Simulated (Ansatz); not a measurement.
**AlH5N2O···HF: density, localisation and related maps**

```tsv
atom	x (Å)	y (Å)	z (Å)
Al	-0.0699	-0.3986	-0.1505
O	1.7318	-0.2537	-0.3133
N	-0.9581	0.0806	-1.5948
N	-0.8117	-1.1175	1.2859
H	1.5768	1.9248	0.2581
F	0.9063	2.4034	0.6543
H	2.2667	-0.6071	0.4033
H	-1.9571	-0.0223	-1.7343
H	-0.5554	0.5835	-2.3785
H	-0.3228	-1.5060	2.0849
H	-1.8067	-1.0873	1.4850
```

Not at a stationary point (largest force 1.8 eV/Å).

Level of theory: RKS r2SCAN-D4/def2-SVP in Ansatz.

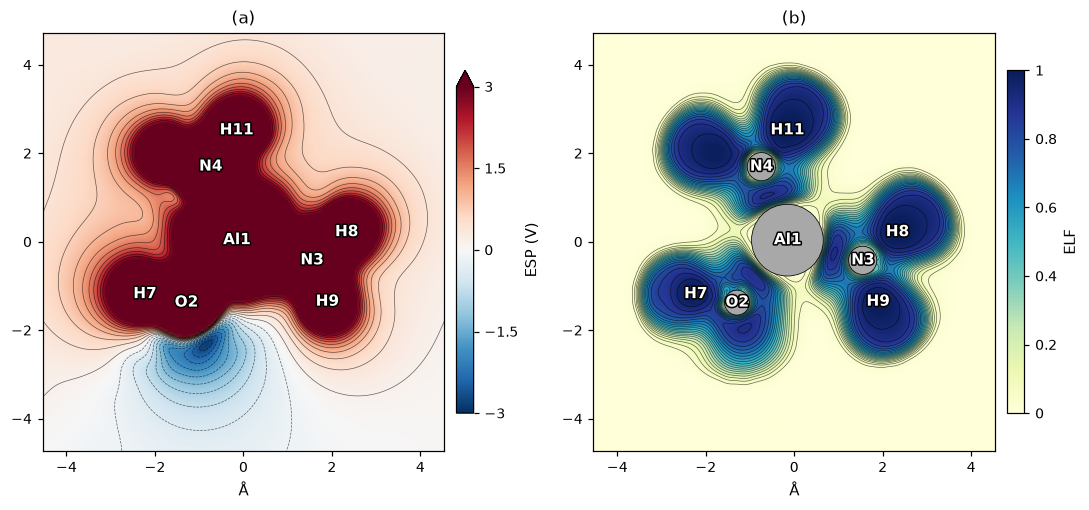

Figure 1. (a) electrostatic potential; (b) electron localisation function on the plane of atoms O2, Al1 and N3. Grey discs cover the atomic cores in the ELF map.

**Read the bonding off the picture.**

- Atoms in the plane: Al, O, N and H.
- Al–N (1.76 Å): the ELF peaks at about 0.90 in the valence shell of N, 0.7 Å from its nucleus, and is about 0.60 at the midpoint.
- Al–O (1.81 Å): the ELF peaks at about 0.90 in the valence shell of O, 0.7 Å from its nucleus, and is about 0.40 at the midpoint.
- O–H (0.96 Å): the ELF climbs to about 1 towards the hydrogen, as it does in any bond to H (a covalent bond by its length).
- N–H (1.01 Å): the ELF climbs to about 1 towards the hydrogen; an ordinary covalent bond to hydrogen.
- The ELF also peaks beside O2, away from the bonds: lone-pair regions.
- Outside the dense part of the complex the potential is most negative (−2.7 V) near O2.

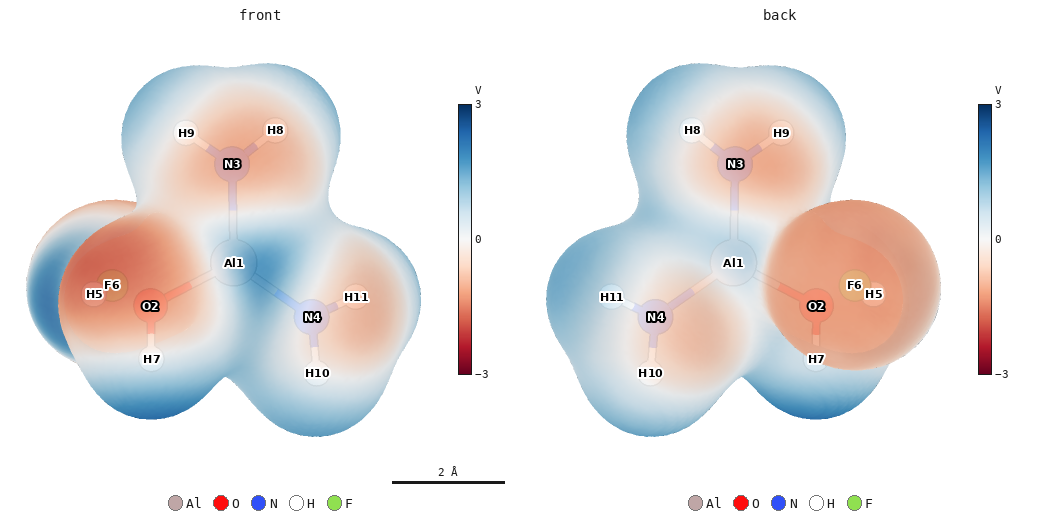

Figure 2. The electrostatic potential painted on the density surface at 0.002 e/bohr³, seen from the front and from behind; red is negative and blue positive.

**Describe the electrostatic potential map.**

The most negative region (about −1.7 V) lies over O2, the most positive (about +2.1 V) over H5 and H7. O2 is the likeliest acceptor of a hydrogen bond.

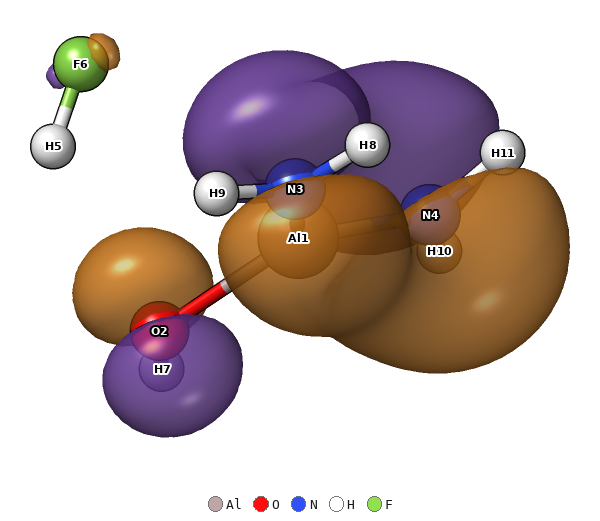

Figure 3. The HOMO−1 at ±0.08 Å⁻³ᐟ² (orange and purple are the two phases), seen from one side.

**Describe this orbital and give its energy.**

Its weight (Hirshfeld) is mainly on N4 (about 45 %), N3 (about 20 %), Al1 (about 15 %) and O2 (about 10 %); largely a combination of lone pairs on N4, N3 and O2. Its energy is −6.10 eV.
